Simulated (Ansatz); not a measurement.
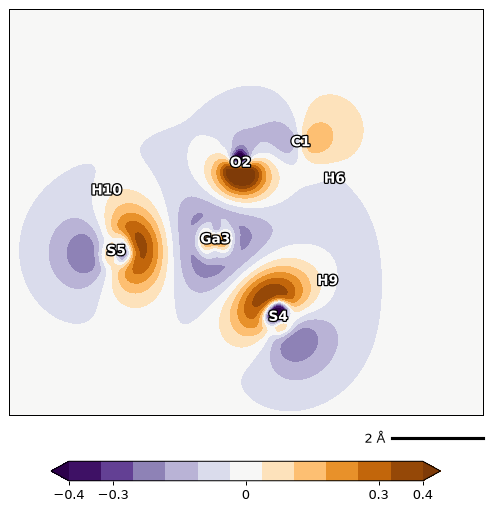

Figure 1: CH$_{5}$GaOS$_{2}$ (SMILES C[O][Ga]([SH])[SH]). The LUMO on the plane of atoms O2, Ga3 and S5 (values in Å⁻³ᐟ²; the overall sign is arbitrary).

These are results of Ansatz, RKS B3LYP-D4/def2-SVP, not measurements.

Input file:

```
crystal:
  periodic: [false, false, false]
  atoms:
    - { symbol: C, position_ang: [-0.4454, -1.56235, -0.41281] }
    - { symbol: O, position_ang: [0.21528, -0.31394, -0.41328] }
    - { symbol: Ga, position_ang: [0.3768, 1.27646, 0.31623] }
    - { symbol: S, position_ang: [-0.90442, 1.86142, 2.06674] }
    - { symbol: S, position_ang: [1.94806, 2.39962, -0.77835] }
    - { symbol: H, position_ang: [-1.25538, -1.59841, 0.32142] }
    - { symbol: H, position_ang: [-0.86279, -1.73909, -1.40687] }
    - { symbol: H, position_ang: [0.27679, -2.34846, -0.18104] }
    - { symbol: H, position_ang: [-1.4891, 0.66429, 2.07203] }
    - { symbol: H, position_ang: [2.14017, 1.36047, -1.58406] }
basis:
  gaussian: { orbitals: def2-SVP }
hamiltonian:
  xc: b3lyp
  dispersion: d4
relax:
  f_tol: 0.015
  max_steps: 40
output:
  orbitals: {}
```

Command:

```sh
ansatz run input.yaml --threads 2 --pin off --max-ram 3072MiB --backend cpu --events-out ev --progress --plain --runs-dir out
```

The fields are those of the relaxed geometry.

What is the character of this orbital?

It lies mainly on Ga3 (about 40 %), S4 (about 20 %), S5 (about 20 %) and O2 (about 10 %). Its energy is −0.93 eV.
